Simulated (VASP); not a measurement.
# MnTeS: structure and properties in VASP, part 2 of 8

What structure does MnTeS take at this level, and what are its properties? The cell is invented: it takes the structure of a Materials Project entry for TiTeS (space group 156 there), with some of its atoms replaced by other elements, volume scaled by an estimate. It may not be a known or stable phase.

VASP 6.6.1, plane waves and PAW; the level of theory is named at each step.

Still holding for the runs below: The cell holds one magnetic atom, so no antiferromagnetic order fits into it. The k-mesh is coarse for a metal. The bonds form layers, held to each other by dispersion, which PBEsol lacks, so the spacing between them is unreliable.

So far: The structure; Rough relaxation of the start cell.

### Step 2. Rough relaxation of the start cell (continued)

Level of this step: PBEsol, DFT+U (Mn d 5.3 eV), spin-polarised from a ferromagnetic start (one magnetic atom a cell); plane waves and PAW (Te, Mn_pv, S); invented cell (VASP).

Relaxation path (22 of 29):

```tsv
step	energy less that of the first step (eV)	largest force (eV/Å)	pressure (GPa)	volume (Å³)
1	0.0000	0.5241	-0.69	74.25
2	-0.0230	0.3904	-0.15	73.11
4	-0.0299	0.4746	0.61	72.10
5	-0.0474	0.3521	-0.34	72.39
6	-0.0651	0.2347	-1.42	72.76
8	-0.0766	0.1313	-2.32	73.10
9	-0.0842	0.0749	-2.35	72.75
10	-0.0991	0.0896	-2.23	71.72
12	-0.1022	0.1938	-2.21	71.02
13	-0.1127	0.1622	-1.59	70.14
14	-0.1238	0.2787	0.29	67.82
16	-0.1267	0.2070	0.22	67.86
17	-0.1313	0.0765	0.09	67.48
18	-0.1316	0.1162	0.20	67.34
20	-0.1331	0.0940	-0.45	67.71
21	-0.1338	0.0806	-0.29	67.64
22	-0.1354	0.0536	-0.12	67.42
24	-0.1359	0.2677	0.62	66.07
25	-0.1392	0.1276	0.23	66.69
26	-0.1400	0.1255	0.19	66.66
28	-0.1406	0.0751	-0.05	66.70
29	-0.1409	0.0264	-0.17	66.79
```

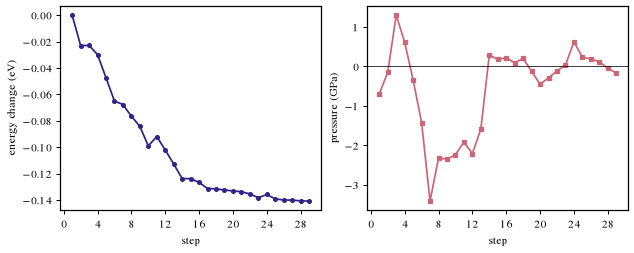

Energy and pressure along the relaxation.

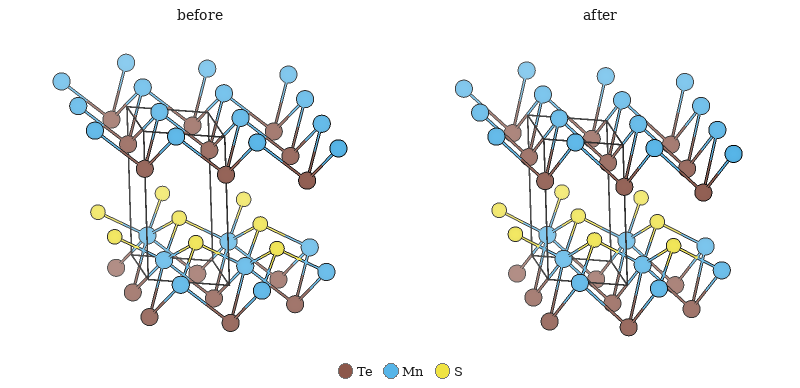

Before and after, at one scale.

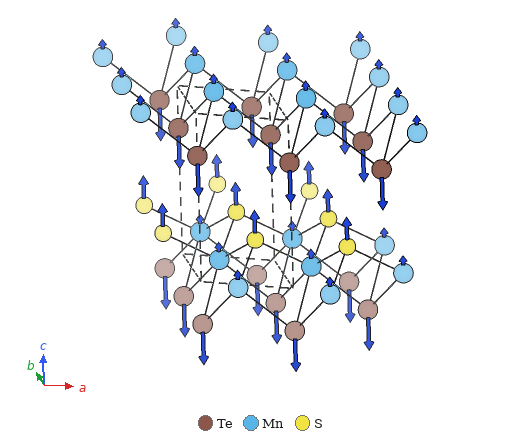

Displacements in the relaxation, exaggerated, measured against the changing cell; the longest in the cell stands for 0.29 Å. 2×2×1 cells are drawn. Some periodic images of atoms are drawn too.

```tsv
conventional cell, symmetrised	before	after	change
a (Å)	3.618	3.525	-2.6 %
b (Å)	3.618	3.525	-2.6 %
c (Å)	6.551	6.208	-5.2 %
volume (Å³/atom)	24.75	22.26	-10.1 %
```

The atoms that moved most (Å, as changes of fractional coordinates times the final cell):

```tsv
atom	dx	dy	dz	length
Te1	0.000	0.000	-0.286	0.286
S3	0.000	0.000	0.200	0.200
Mn2	0.000	0.000	0.086	0.086
```

The relaxed structure:

```xyz
3
Lattice="3.5246 0.0000 0.0000 -1.7623 3.0524 0.0000 0.0000 0.0000 6.2079" Properties=species:S:1:pos:R:3 pbc="T T T"
Te    0.0000    0.0000    4.3519
Mn    0.0000    2.0349    0.2920
S     1.7623    1.0175    1.5640
```

This step gave:

| Quantity | Value |
| --- | --- |
| electrons | 25 |
| bands | 20 |
| irreducible k-points | 12 |
| symmetry operations | 6 |
| free energy (TOTEN) | -15.85 eV |
| energy at zero smearing | -15.85 eV |
| Fermi energy | 5.834 eV |
| pressure | -0.1667 GPa |
| moment of the cell, from the last line of the log | 4.120 μB |
| metallic | yes |
| SCF cycles over all ionic steps | 214 |

Spin moment in the PAW sphere by atom:

```tsv
atom	spin moment in the PAW sphere (μB)
Te1	-0.09
Mn2	4.36
S3	-0.23
```

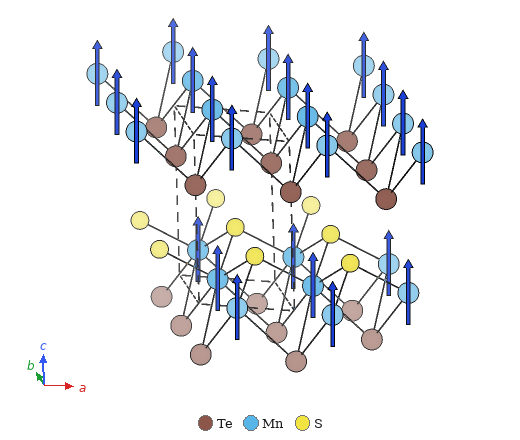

Spin moment in the PAW sphere as arrows, the longest 4.36 μB. Up and down stand for the sign. Arrows give size and sign along the axis of quantisation, drawn up and down the page. 2×2×1 cells are drawn. Some periodic images of atoms are drawn too.

It ends with a largest force of 0.026 eV/Å and a pressure of -0.17 GPa.

### Step 3. Full relaxation (PBEsol + U)

Properties are meant for the cell that this level of theory prefers, so cell and atoms are relaxed first (ISIF = 3) until forces and stress are small; EDIFFG sets the threshold.

INCAR

```
SYSTEM = MnTeS
PREC = Accurate
ENCUT = 400
EDIFF = 1E-06
NELM = 100
ISMEAR = 0
SIGMA = 0.05
LREAL = .FALSE.
ALGO = Normal
GGA = PS
NBANDS = 20
ISPIN = 2
MAGMOM = 0 4 0
LDAU = .TRUE.
LDAUTYPE = 2
LDAUL = -1 2 -1
LDAUU = 0 5.3 0
LDAUJ = 0 0 0
LDAUPRINT = 1
LASPH = .TRUE.
LMAXMIX = 4
LORBIT = 11
LWAVE = .FALSE.
LCHARG = .FALSE.
IBRION = 2
NSW = 60
ISIF = 3
EDIFFG = -0.01
```

POSCAR

```
MnTeS
1.0
    3.5245673983     -0.0000000155      0.0000000000
   -1.7622832255      3.0523645438      0.0000000000
    0.0000000000      0.0000000000      6.2079255134
Te Mn S
1 1 1
Direct
    0.0000000000      0.0000000000      0.7010162916
    0.3333333300      0.6666666700      0.0470390367
    0.6666666700      0.3333333300      0.2519436717
```

KPOINTS

```
Automatic mesh
0
Gamma
6 6 3
0 0 0
```

The projector-augmented-wave data sets are Te, Mn_pv and S (PBE family, release 64).

On the command line:

```console
mpirun -np 1 vasp_std
```

Log:

```text
[banner, memory and clock lines left out]
running    1 mpi-ranks, on    1 nodes
 distrk:  each k-point on    1 cores,    1 groups
 distr:  one band on    1 cores,    1 groups

 POSCAR found type information on POSCAR TeMnS
 POSCAR found :  3 types and       3 ions
 [... a notice as in an earlier step ...]

 LDA part: xc-table for (Slater+PW92), standard interpolation
 POSCAR, INCAR and KPOINTS ok, starting setup
 FFT: planning ... GRIDC
 FFT: planning ... GRID_SOFT
 FFT: planning ... GRID
 WAVECAR not read
 entering main loop
       N       E                     dE             d eps       ncg     rms          rms(c)
DAV:   1     0.141878556044E+03    0.14188E+03   -0.11662E+04  1568   0.979E+02
DAV:   2    -0.618451923194E+01   -0.14806E+03   -0.14239E+03  1440   0.257E+02
DAV:   3    -0.156364256561E+02   -0.94519E+01   -0.93106E+01  1616   0.672E+01
DAV:   4    -0.158121959872E+02   -0.17577E+00   -0.17556E+00  1540   0.955E+00
DAV:   5    -0.158156593394E+02   -0.34634E-02   -0.34631E-02  1608   0.147E+00    0.148E+01
DAV:   6    -0.171715013585E+02   -0.13558E+01   -0.53600E+01  1476   0.620E+01    0.234E+01
DAV:   7    -0.155110287436E+02    0.16605E+01   -0.12617E+01  1520   0.316E+01    0.865E+00
DAV:   8    -0.157516598433E+02   -0.24063E+00   -0.15036E+00  1796   0.865E+00    0.551E+00
DAV:   9    -0.156794528558E+02    0.72207E-01   -0.44760E-01  1800   0.534E+00    0.291E+00
DAV:  10    -0.157764030619E+02   -0.96950E-01   -0.10896E-01  1616   0.358E+00    0.125E+00
DAV:  11    -0.157799671096E+02   -0.35640E-02   -0.24142E-02  1732   0.101E+00    0.511E-01
DAV:  12    -0.157802232565E+02   -0.25615E-03   -0.29121E-03  1468   0.530E-01    0.230E-01
DAV:  13    -0.157802116628E+02    0.11594E-04   -0.53953E-04  1708   0.191E-01    0.926E-02
DAV:  14    -0.157802434039E+02   -0.31741E-04   -0.10931E-04  1660   0.941E-02    0.334E-02
DAV:  15    -0.157802424430E+02    0.96088E-06   -0.11737E-05  1544   0.347E-02    0.162E-02
DAV:  16    -0.157802435518E+02   -0.11088E-05   -0.50938E-06  1520   0.183E-02    0.624E-03
DAV:  17    -0.157802436239E+02   -0.72014E-07   -0.43609E-07   728   0.441E-03
   1 F= -.15780244E+02 E0= -.15778950E+02  d E =-.157802E+02  mag=     3.7773
 curvature:   0.00 expect dE= 0.000E+00 dE for cont linesearch  0.000E+00
 trial: gam= 0.00000 g(F)=  0.221E-02 g(S)=  0.581E-02 ort = 0.000E+00 (trialstep = 0.100E+01)
 search vector abs. value=  0.802E-02
 bond charge predicted
       N       E                     dE             d eps       ncg     rms          rms(c)
DAV:   1    -0.158028540182E+02   -0.22610E-01   -0.86794E-01  1616   0.154E+01    0.166E+00
DAV:   2    -0.157898495134E+02    0.13005E-01   -0.23410E-01  1560   0.556E+00    0.158E+00
DAV:   3    -0.157890451574E+02    0.80436E-03   -0.13377E-02  1468   0.116E+00    0.423E-01
DAV:   4    -0.157870819281E+02    0.19632E-02   -0.32954E-03  1612   0.379E-01    0.233E-01
DAV:   5    -0.157863697810E+02    0.71215E-03   -0.14944E-03  1500   0.321E-01    0.128E-01
DAV:   6    -0.157863621758E+02    0.76051E-05   -0.11299E-04  1524   0.819E-02    0.996E-02
DAV:   7    -0.157863594194E+02    0.27564E-05   -0.25690E-05  1600   0.480E-02    0.498E-02
DAV:   8    -0.157863581265E+02    0.12929E-05   -0.91873E-06  1680   0.244E-02    0.845E-03
DAV:   9    -0.157863581963E+02   -0.69824E-07   -0.18958E-06  1004   0.121E-02
   2 F= -.15786358E+02 E0= -.15784755E+02  d E =-.611457E-02  mag=     3.7613
[... from here on, the cycles between the ionic steps are left out ...]
   3 F= -.15789749E+02 E0= -.15787543E+02  d E =-.950570E-02  mag=     3.6702
   4 F= -.15791362E+02 E0= -.15789932E+02  d E =-.111179E-01  mag=     3.5688
   5 F= -.15791776E+02 E0= -.15789893E+02  d E =-.115326E-01  mag=     3.5858
   6 F= -.15792599E+02 E0= -.15791324E+02  d E =-.123556E-01  mag=     3.5559
   7 F= -.15795188E+02 E0= -.15793850E+02  d E =-.258909E-02  mag=     3.5582
   8 F= -.15803033E+02 E0= -.15802307E+02  d E =-.104338E-01  mag=     3.6104
   9 F= -.15807551E+02 E0= -.15807075E+02  d E =-.149518E-01  mag=     3.5742
  10 F= -.15807952E+02 E0= -.15807297E+02  d E =-.153525E-01  mag=     3.5785
  11 F= -.15812483E+02 E0= -.15811881E+02  d E =-.453166E-02  mag=     3.5784
  12 F= -.15816538E+02 E0= -.15816031E+02  d E =-.858634E-02  mag=     3.5769
  13 F= -.15816843E+02 E0= -.15816329E+02  d E =-.889095E-02  mag=     3.5773
  14 F= -.15817871E+02 E0= -.15817345E+02  d E =-.102793E-02  mag=     3.5768
  15 F= -.15819550E+02 E0= -.15818908E+02  d E =-.270756E-02  mag=     3.5756
  16 F= -.15819661E+02 E0= -.15818954E+02  d E =-.281879E-02  mag=     3.5753
  17 F= -.15819877E+02 E0= -.15819128E+02  d E =-.215527E-03  mag=     3.5747
  18 F= -.15820339E+02 E0= -.15819458E+02  d E =-.677127E-03  mag=     3.5741
  19 F= -.15820603E+02 E0= -.15819760E+02  d E =-.941995E-03  mag=     3.5741
  20 F= -.15820775E+02 E0= -.15820010E+02  d E =-.171882E-03  mag=     3.5741
  21 F= -.15820828E+02 E0= -.15820284E+02  d E =-.224183E-03  mag=     3.5741
  22 F= -.15820865E+02 E0= -.15820234E+02  d E =-.261609E-03  mag=     3.5741
  23 F= -.15820993E+02 E0= -.15820388E+02  d E =-.127827E-03  mag=     3.5741
 trial-energy change:   -0.000128  1 .order   -0.000129   -0.000179   -0.000079
 step:   1.5464(harm=  1.5464)  dis= 0.00411  next Energy=   -15.821025 (dE=-0.160E-03)
 bond charge predicted
       N       E                     dE             d eps       ncg     rms          rms(c)
DAV:   1    -0.158204914375E+02    0.50155E-03   -0.19482E-02  1824   0.364E+00    0.144E-01
DAV:   2    -0.158209963240E+02   -0.50489E-03   -0.50107E-03  1440   0.581E-01    0.870E-02
DAV:   3    -0.158210240364E+02   -0.27712E-04   -0.17616E-04  1516   0.139E-01    0.329E-02
DAV:   4    -0.158210213538E+02    0.26826E-05   -0.10977E-05  1772   0.275E-02    0.201E-02
DAV:   5    -0.158210188398E+02    0.25140E-05   -0.42440E-06  1532   0.303E-02    0.829E-03
DAV:   6    -0.158210187630E+02    0.76748E-07   -0.93374E-07   724   0.911E-03
  24 F= -.15821019E+02 E0= -.15820436E+02  d E =-.153724E-03  mag=     3.5741
 curvature:  -0.93 expect dE=-0.327E-04 dE for cont linesearch -0.104E-06
 trial: gam= 0.21468 g(F)=  0.272E-05 g(S)=  0.325E-04 ort =-0.529E-05 (trialstep = 0.100E+01)
 search vector abs. value=  0.444E-04
 reached required accuracy - stopping structural energy minimisation
```

Wall time 3.5 min (1 MPI rank of Intel Xeon 6975P-C (Granite Rapids), shared host); peak memory 0.19 GiB.

From OUTCAR (step 3):

```text
  LATTYP: Found a hexagonal cell.
 ALAT       =     3.5245673983
 C/A-ratio  =     1.7613297781

The static configuration has the point symmetry C_3v.

 Found     17 irreducible k-points:

   k-points           NKPTS =     17   k-points in BZ     NKDIM =     17   number of bands    NBANDS=     20

   dimension x,y,z NGX =    24 NGY =   24 NGZ =   40
   dimension x,y,z NGXF=    48 NGYF=   48 NGZF=   80

   ENCUT  =  400.0 eV  29.40 Ry    5.42 a.u.   5.75  5.75 10.12*2*pi/ulx,y,z

   NELECT =      25.0000    total number of electrons

atom =   2  type =  2  l = 2

 onsite density matrix

spin component  1

  0.9207 -0.0000 -0.0000  0.0198  0.0000
 -0.0000  0.8994 -0.0000  0.0000  0.0198
 -0.0000 -0.0000  0.9302 -0.0000 -0.0000
  0.0198  0.0000 -0.0000  0.8994  0.0000
  0.0000  0.0198 -0.0000  0.0000  0.9207

spin component  2

  0.0620  0.0000 -0.0000 -0.0490  0.0000
  0.0000  0.0939  0.0000  0.0000 -0.0490
 -0.0000  0.0000  0.0303  0.0000 -0.0000
 -0.0490  0.0000  0.0000  0.0939 -0.0000
  0.0000 -0.0490 -0.0000 -0.0000  0.0620

 occupancies and eigenvectors

  o =  0.0264  v =  0.0000  0.0000  0.0000  0.0000  0.0000 -0.3505  0.5297  0.0000 -0.2545  0.7293      0.0000  0.0000  0.0000  0.0000  0.0000  0.0000  0.0000  0.0000  0.0000  0.0000
  o =  0.0264  v =  0.0000  0.0000  0.0000  0.0000  0.0000 -0.7293 -0.2545 -0.0000 -0.5297 -0.3505      0.0000  0.0000  0.0000  0.0000  0.0000  0.0000  0.0000  0.0000  0.0000  0.0000
  o =  0.0303  v =  0.0000  0.0000  0.0000  0.0000  0.0000  0.0000  0.0000 -1.0000  0.0000  0.0000      0.0000  0.0000  0.0000  0.0000  0.0000  0.0000  0.0000  0.0000  0.0000  0.0000
  o =  0.1295  v =  0.0000  0.0000  0.0000  0.0000  0.0000  0.2545  0.7293  0.0000 -0.3505 -0.5297      0.0000  0.0000  0.0000  0.0000  0.0000  0.0000  0.0000  0.0000  0.0000  0.0000
  o =  0.1295  v =  0.0000  0.0000  0.0000  0.0000  0.0000 -0.5297  0.3505  0.0000  0.7293 -0.2545      0.0000  0.0000  0.0000  0.0000  0.0000  0.0000  0.0000  0.0000  0.0000  0.0000
  o =  0.8876  v = -0.2220 -0.7739  0.0000  0.3719  0.4620  0.0000  0.0000  0.0000  0.0000  0.0000      0.0000  0.0000  0.0000  0.0000  0.0000  0.0000  0.0000  0.0000  0.0000  0.0000
  o =  0.8876  v = -0.4620  0.3719 -0.0000  0.7739 -0.2220  0.0000  0.0000  0.0000  0.0000  0.0000      0.0000  0.0000  0.0000  0.0000  0.0000  0.0000  0.0000  0.0000  0.0000  0.0000
  o =  0.9302  v = -0.0001 -0.0000 -1.0000 -0.0000 -0.0000  0.0000  0.0000  0.0000  0.0000  0.0000      0.0000  0.0000  0.0000  0.0000  0.0000  0.0000  0.0000  0.0000  0.0000  0.0000
  o =  0.9325  v =  0.3720 -0.4619  0.0000  0.2220 -0.7739  0.0000  0.0000  0.0000  0.0000  0.0000      0.0000  0.0000  0.0000  0.0000  0.0000  0.0000  0.0000  0.0000  0.0000  0.0000
  o =  0.9325  v =  0.7739  0.2220 -0.0001  0.4619  0.3720  0.0000  0.0000  0.0000  0.0000  0.0000      0.0000  0.0000  0.0000  0.0000  0.0000  0.0000  0.0000  0.0000  0.0000  0.0000

 E-fermi :   5.9630

 spin component 1
 k-point     1 :       0.0000    0.0000    0.0000
  band No.  band energies     occupation
    ...
      7       0.6013      1.00000
      8       0.6013      1.00000
      9       1.2423      1.00000
     10       1.2423      1.00000
     11       1.9646      1.00000
     12       6.2157      0.00000
     13       6.2157      0.00000
     14       7.3241      0.00000
     15       7.7475      0.00000
     16       7.7475      0.00000
    ...

 k-point     2 :       0.1667   -0.0000    0.0000
  band No.  band energies     occupation
    ...
      9       1.2118      1.00000
     10       1.2402      1.00000
     11       2.0452      1.00000
     12       4.6549      1.00000
     13       5.6644      1.00000
     14       6.0782      0.00056
     15       7.4037      0.00000
     16       7.6894      0.00000
     17      11.3610      0.00000
     18      12.5519      0.00000
    ...

 k-point     3 :       0.3333   -0.0000    0.0000
  band No.  band energies     occupation
    ...
     10       1.2849      1.00000
     11       2.3047      1.00000
     12       2.8853      1.00000
     13       4.0724      1.00000
     14       4.7646      1.00000
     15       6.5179      0.00000
     16       7.4849      0.00000
     17      10.8875      0.00000
     18      11.9113      0.00000
     19      12.4635      0.00000
    ...

 k-point     4 :       0.5000   -0.0000    0.0000
  band No.  band energies     occupation
    ...
     11       2.4862      1.00000
     12       2.6178      1.00000
     13       3.3237      1.00000
     14       4.3456      1.00000
     15       5.5420      1.00000
     16       7.3740      0.00000
     17      10.5828      0.00000
     18      11.3617      0.00000
     19      12.0746      0.00000
     20      13.3962      0.00000

  Total        0.0282496      0.0282496      0.0206031      0.0000000     -0.0000000     -0.0000000
  in kB        0.6886664      0.6886662      0.5022594      0.0000001     -0.0000000     -0.0000000
  external PRESSURE =       0.6265307 kB  Pullay stress =       0.0000000 kB

  energy-cutoff  :      400.00
  volume of cell :       65.72
      direct lattice vectors                 reciprocal lattice vectors
     3.654038697  0.000000004 -0.000000000     0.273669789  0.158003303  0.000000000
    -1.827018840  3.164489926  0.000000000    -0.000000000  0.316006694 -0.000000000
    -0.000000000  0.000000000  5.683783889     0.000000000  0.000000000  0.175939131

 POSITION                                       TOTAL-FORCE (eV/Angst)
 -----------------------------------------------------------------------------------
     -0.00000      0.00000      4.00383        -0.000000      0.000000      0.004317
      0.00000      2.10966      0.24244        -0.000000      0.000000      0.001607
      1.82702      1.05483      1.43751         0.000000     -0.000000     -0.005924
 -----------------------------------------------------------------------------------
    total drift:                                0.000003     -0.000004      0.001371

  FREE ENERGIE OF THE ION-ELECTRON SYSTEM (eV)
  ---------------------------------------------------
  free  energy   TOTEN  =       -15.8210187630 eV

  energy  without entropy=      -15.8198522528  energy(sigma->0) =      -15.82043551

 total charge
# of ion       s       p       d       tot
------------------------------------------
    1        1.421   1.836   0.038   3.295
    2        0.279   6.244   4.892  11.416
    3        1.350   2.329   0.000   3.679
--------------------------------------------------
tot          3.050  10.409   4.930  18.389

 magnetization (x)
# of ion       s       p       d       tot
------------------------------------------
    1       -0.005  -0.372  -0.001  -0.378
    2        0.041   0.037   4.220   4.298
    3       -0.001  -0.214   0.000  -0.215
--------------------------------------------------
tot          0.035  -0.549   4.219   3.705

[... 2 parts as in an earlier step ...]

[... 11 further parts left out ...]
```

CONTCAR:

```
MnTeS
   1.00000000000000
     3.6540386966311877    0.0000000041396173   -0.0000000000000000
    -1.8270188397650566    3.1644899258635033    0.0000000000000000
    -0.0000000000000001    0.0000000000000001    5.6837838891349710
  Te              Mn              S
     1     1     1
Direct
     0.0000000000000000    0.0000000000000000    0.7044306825737486
     0.3333333300000021    0.6666666699999979    0.0426543318112741
     0.6666666699999979    0.3333333300000021    0.2529139856149730
```

Step by step (22 of 24):

```tsv
step	energy less that of the first step (eV)	largest force (eV/Å)	pressure (GPa)	volume (Å³)
1	0.0000	0.1674	-0.41	66.79
2	-0.0061	0.0978	0.10	66.23
3	-0.0095	0.1059	0.73	65.53
4	-0.0111	0.1688	2.08	64.13
5	-0.0115	0.1542	1.23	64.95
6	-0.0124	0.1425	1.64	64.54
8	-0.0228	0.1067	1.46	64.62
9	-0.0273	0.2675	1.36	64.70
10	-0.0277	0.2258	1.39	64.69
11	-0.0322	0.1844	0.86	65.16
12	-0.0363	0.1518	-0.52	66.58
13	-0.0366	0.1532	-0.27	66.30
14	-0.0376	0.1143	-0.22	66.27
15	-0.0393	0.0269	-0.10	66.17
16	-0.0394	0.0468	-0.04	66.15
17	-0.0396	0.0403	-0.02	66.10
19	-0.0404	0.0541	0.13	65.67
20	-0.0405	0.0519	0.06	65.72
21	-0.0406	0.0474	-0.10	65.83
22	-0.0406	0.0497	-0.04	65.78
23	-0.0407	0.0232	0.02	65.75
24	-0.0408	0.0059	0.06	65.72
```

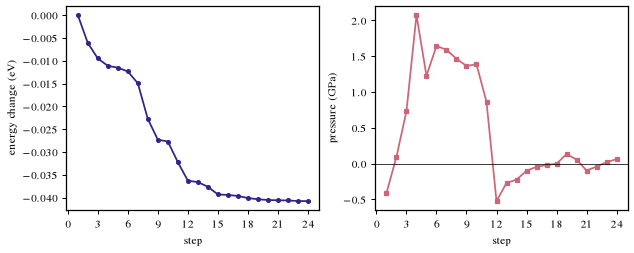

Energy and pressure along the relaxation.

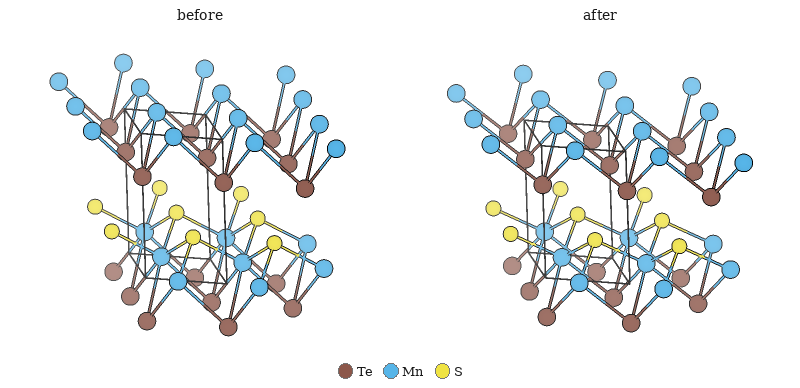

Before and after, at one scale.

```tsv
conventional cell, symmetrised	before	after	change
a (Å)	3.525	3.654	+3.7 %
b (Å)	3.525	3.654	+3.7 %
c (Å)	6.208	5.684	-8.4 %
volume (Å³/atom)	22.26	21.91	-1.6 %
```

The atoms that moved most (Å, as changes of fractional coordinates times the final cell):

```tsv
atom	dx	dy	dz	length
Mn2	0.000	0.000	-0.025	0.025
Te1	0.000	0.000	0.019	0.019
S3	0.000	0.000	0.006	0.006
```

Final coordinates:

```xyz
3
Lattice="3.6540 0.0000 0.0000 -1.8270 3.1645 0.0000 0.0000 0.0000 5.6838" Properties=species:S:1:pos:R:3 pbc="T T T"
Te    0.0000    0.0000    4.0038
Mn    0.0000    2.1097    0.2424
S     1.8270    1.0548    1.4375
```

This step gave:

- irreducible k-points: 17
- free energy (TOTEN): -15.82 eV
- energy at zero smearing: -15.82 eV
- Fermi energy: 5.963 eV
- pressure: 0.06265 GPa
- moment of the cell, from the last line of the log: 3.574 μB
- SCF cycles over all ionic steps: 189

(Part 2 of 8 ends here.)

[Lines on the potential files, build, host, timing and source positions are cut from VASP's logs without a mark.]

[Logs are printed without paths, hosts, clocks, repeated set-up lines and the standing remarks that a program may print on its own settings, such as how far it seeks lower states.]

[Hosts, paths, dates, database ids (printed as entryN), source tags and the programs' standing remarks are cut or masked in the printed files.]

[A measured line is paired with the nearest computed mode of its activity, which favours agreement.]

[In band tables of VASP the shares of atoms and orbitals are scaled to a sum of 1 inside the atoms' spheres.]
